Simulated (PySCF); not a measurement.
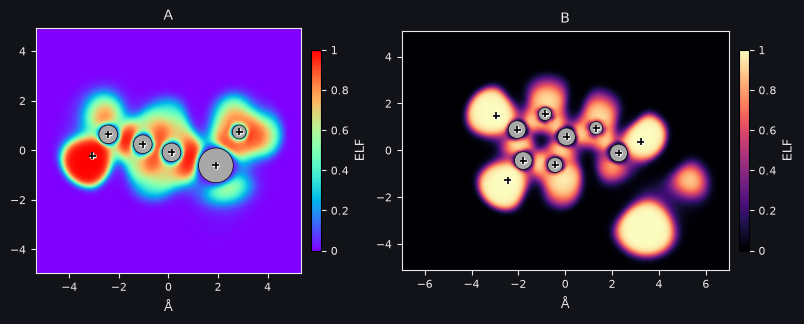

The electron localisation function of 2 systems, each on a plane through atoms (crosses mark nuclei in the plane; grey discs cover the cores).

Method: PBE0/pcSseg-1, SCF density, gas phase, non-relativistic (PySCF 2.14.0).

System 1: C5H9NO2Si (SMILES [SiH3]CCOc1ncco1), the plane of atoms O9, C8 and H18. Geometry: GFN2-xTB.

```xyz
18

Si   -3.1342    0.2552   -0.8333
C    -1.3796    0.5428   -0.1607
C    -0.7652   -0.7187    0.4157
O     0.5058   -0.4803    1.0302
C     1.5052   -0.2493    0.1993
N     1.4938   -0.2502   -1.0958
C     2.7910    0.0294   -1.4464
C     3.5252    0.1869   -0.3235
O     2.6989    0.0076    0.7487
H    -3.9902   -0.2348    0.2506
H    -3.6485    1.5304   -1.3327
H    -3.1006   -0.7331   -1.9106
H    -0.7301    0.9049   -0.9580
H    -1.3944    1.3090    0.6162
H    -0.6415   -1.4740   -0.3660
H    -1.3743   -1.1214    1.2272
H     3.0778    0.0932   -2.4748
H     4.5522    0.4086   -0.1275
```

System 2: C3H7BOSi, the plane of atoms O3, Si2 and C4. Geometry: GFN2-xTB.

```xyz
13

B    -2.4026    1.3459   -0.5896
Si   -1.5511   -0.3118   -0.0136
O    -1.9937   -1.4892   -1.0723
C     0.3096   -0.1928    0.0017
C     1.5106   -0.0920   -0.0020
C     2.9542    0.0223   -0.0036
H    -3.0094    1.4354   -1.5841
H    -2.3147    2.3098    0.0673
H    -1.8562   -0.8147    1.3489
H    -1.6301   -2.3686   -1.0204
H     3.2925    0.4611   -0.9427
H     3.2780    0.6572    0.8215
H     3.4084   -0.9623    0.1097
```

Question: Match each panel to its system.

Answer: Panel A is system 2, C3H7BOSi: the plane holds Si, O, C and H. C–C (1.21 Å): the ELF peaks at about 0.85 between the atoms: a short, multiple covalent bond. Panel B is system 1, C5H9NO2Si: the plane holds C, O, N and H. C–N (1.30 Å): the ELF peaks at about 0.90 between the atoms: localised, covalent bonding.
